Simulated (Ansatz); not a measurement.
**A ladder of methods for C2H2Cl2Sn (SMILES C#[C][SnH]([Cl])[Cl])**

The species is C2H2Cl2Sn (7 atoms), meant as a singlet with charge 0. As SMILES, `C#[C][SnH]([Cl])[Cl]`. The coordinates come from a PBE0-D4/def2-TZVP relaxation.

Each level gives the vertical energy of the triplet above the singlet (eV). The values are calculated.

```tsv
level	kind	program	value (eV)	CPU time (all runs)
SVWN5/def2-SVP (core potential)	LDA	Ansatz	5.20	50 s
BLYP/def2-SVP (core potential)	GGA	Ansatz	5.19	1.8 min
revPBE/def2-SVP (core potential)	GGA	Ansatz	5.15	1.9 min
wB97M-V/def2-SVP (core potential)	range-separated hybrid	Ansatz	5.49	7.9 min
B2PLYP/def2-SVP (core potential)	double hybrid	Ansatz	5.53	1.8 min
RPA@PBE/def2-SVP (core potential)	RPA	Ansatz	5.63	2.6 min
MP2/def2-SVP (core potential)	perturbation theory	Ansatz	5.98	77 s
CCSD/def2-SVP (core potential)	coupled cluster or CI	Ansatz	5.49	5 min
```

Spin-orbit coupling, which can split open shells on such heavy atoms by tenths of an eV, is left out. The values span 5.15 to 5.98 eV. In the correlated wave-function rows the outer d shell of Sn is correlated, in sets not made for it. Times are those of the runs behind each value, whatever else they computed, on shared processors of several kinds: orders of magnitude only.

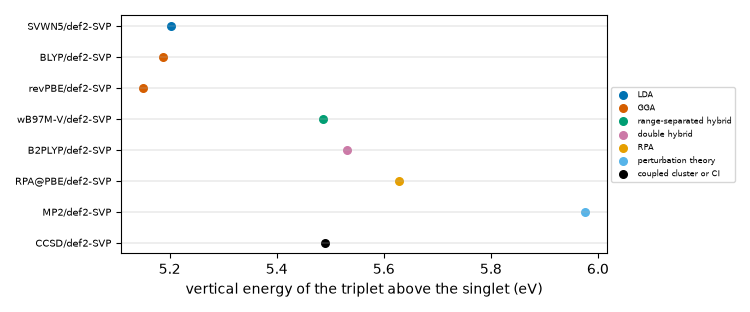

The values of the table, level by level.
